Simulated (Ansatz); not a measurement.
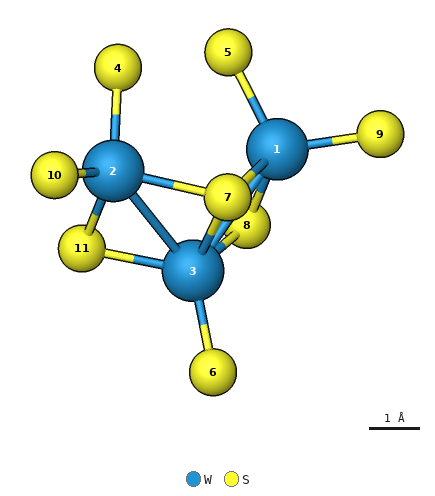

**Figure 1.** The structure as given in the input (ball-and-stick view, seen at a tilt; atoms are numbered from 1 in the order of the input). Sticks mark near contacts. Bond lengths as drawn: S–W 2.12 to 2.41 Å and W–W 3.02 Å.

## Run report: W$_{3}$S$_{8}$, single-point calculation

W$_{3}$S$_{8}$, multiplicity 5, computed with UKS PBE0-D4/def2-SVP (Ansatz 0.2.0).

The geometry comes from this level: PBE0-D4/def2-SVP.

## The program's output
```
Functional definition: PBE0
  name "PBE0"
  cite "Adamo & Barone, J. Chem. Phys. 110, 6158 (1999) doi:10.1063/1.478522"
  cite "Perdew, Burke & Ernzerhof, Phys. Rev. Lett. 77, 3865 (1996) doi:10.1103/PhysRevLett.77.3865"
  parent pbe
  parameter a = 0.25
  parameter kappa = 0.804
  parameter beta = 0.06672455060314922
  exchange = (1 - a)*pbe_x(kappa = kappa, mu = beta*pi^2/3) + a*exact_x
  correlation = pbe_c(beta = beta)
these checks for a lower state are left out or cut short: starts
2217 factors; integrals over basis functions are off by at most 9.2e-4 eV
mean field evaluation 1: about -92113.0975 eV, gradient 8.4e0 eV
mean field evaluation 2: about -92113.3941 eV, gradient 4.9e-1 eV
mean field evaluation 4: about -92113.6687 eV, gradient 7.3e-2 eV
mean field evaluation 8: about -92113.6688 eV, gradient 1.8e-5 eV
mean field -92113.66876399 eV, -3385.1148901893 hartree, gradient 2.0e-5 eV, S^2 6.049468; 0 other end points of the search recorded, 0 dependent functions left out
reference -92113.66882605 eV, -3385.1148924702 hartree; 87, 83 occupied and 153, 157 virtual orbitals, 2217 factors
Total energy: -92114.79697165 eV, -3385.1563510562 hartree
Checks for a lower state left out: starts
```

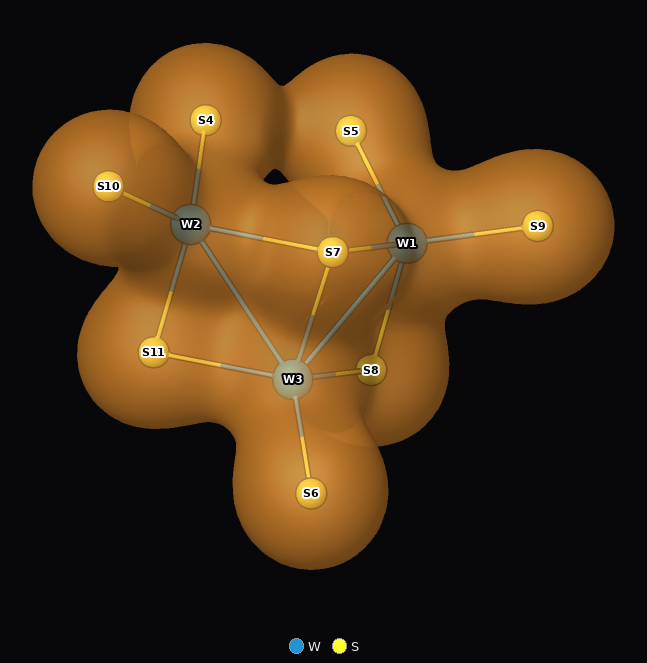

**Figure 2.** Isosurface of the total electron density at 0.2 e/Å³ (orange), seen at a tilt. At this value the surface is in one piece. On the grid the lowest density along these lines, outside the cores, is 1.1 e/Å³ (W–S, 2.12 Å), 0.27 e/Å³ (W–W, 3.02 Å), 0.88 e/Å³ (W–S, 2.21 Å) and 0.72 e/Å³ (W–S, 2.31 Å).

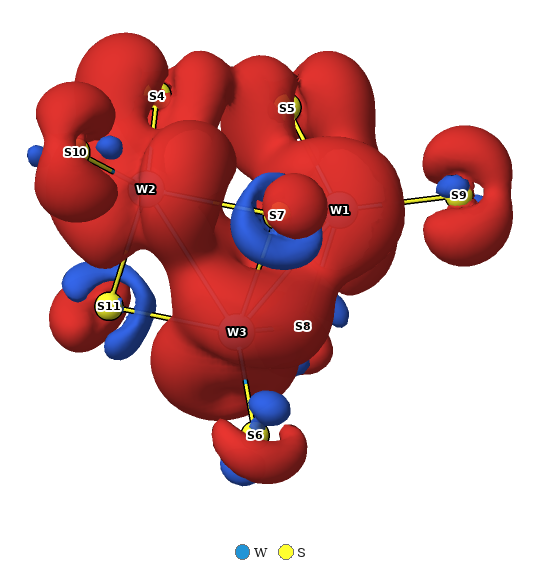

**Figure 3.** Isosurfaces of the spin density at +0.015 (red) and −0.015 e/Å³ (blue), seen at a tilt. The unpaired spin (4 electrons) lies mostly on W3 (about 1.0), W1 (about 0.8), W2 (about 0.8), S5 (about 0.4) and S4 (about 0.4), in electrons by Hirshfeld's partition.

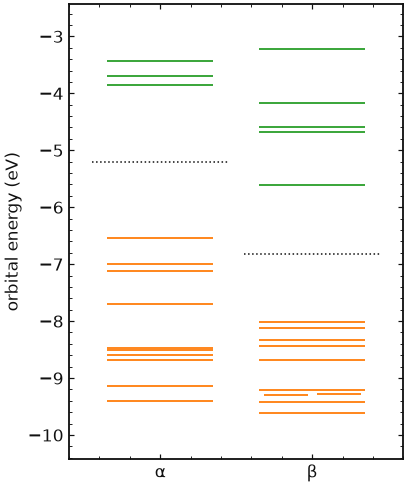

**Figure 4.** Orbital energies near the frontier for α and β spins; the dotted line parts filled from empty levels, and levels within 0.02 eV of each other stand side by side. α: highest filled −6.55 eV, lowest empty −3.86 eV, 2.69 eV apart; β: highest filled −8.02 eV, lowest empty −5.61 eV, 2.41 eV apart.

This output came from the following input.

## Input file
```yaml
crystal:
  periodic: [false, false, false]
  atoms:
    - {symbol: W, position_ang: [-0.289978, -1.956556, 0.180296]}
    - {symbol: W, position_ang: [1.084456, 1.416344, -0.881664]}
    - {symbol: W, position_ang: [-1.081986, 0.799835, 1.134030]}
    - {symbol: S, position_ang: [1.255067, 0.072396, -2.633748]}
    - {symbol: S, position_ang: [0.380937, -2.194117, -1.918628]}
    - {symbol: S, position_ang: [-1.674308, 1.602650, 3.005864]}
    - {symbol: S, position_ang: [1.121144, -0.160703, 0.935922]}
    - {symbol: S, position_ang: [-2.379728, -1.006848, 0.505611]}
    - {symbol: S, position_ang: [-0.085247, -3.825158, 1.167050]}
    - {symbol: S, position_ang: [2.652447, 2.844963, -0.970788]}
    - {symbol: S, position_ang: [-0.982792, 2.407191, -0.523946]}
basis:
  gaussian: {orbitals: def2-SVP, initial_orbitals: start.molden}
magnetization: {spin_polarized: true, initial_magnetization: 4}
hamiltonian: {xc: pbe0, dispersion: d4}
scf: {omitted_lower_state_checks: [starts]}
output: {orbitals: {seedname: orbitals}}
```

Launched with:
```bash
ansatz run in.yaml --threads 4 --pin off --events-out ev --progress --plain --max-ram 6963MiB
```

## Summary

| quantity | value |
| --- | --- |
| outcome | converged |
| total energy | −92114.7970 eV |
| mean-field energy | −92113.6688 eV |
| dispersion energy | −1.1281 eV |
| ⟨S²⟩ | 6.049 |
| SCF solution under orbital rotations | stable |
| HOMO (either spin) | −6.55 eV |
| LUMO (either spin) | −5.61 eV |
| hardware | 4 threads of Intel Xeon, 31 GiB of memory available, shared host |
| wall time | 24 s (CPU time 92 s) |
| peak memory | 1.6 GiB |
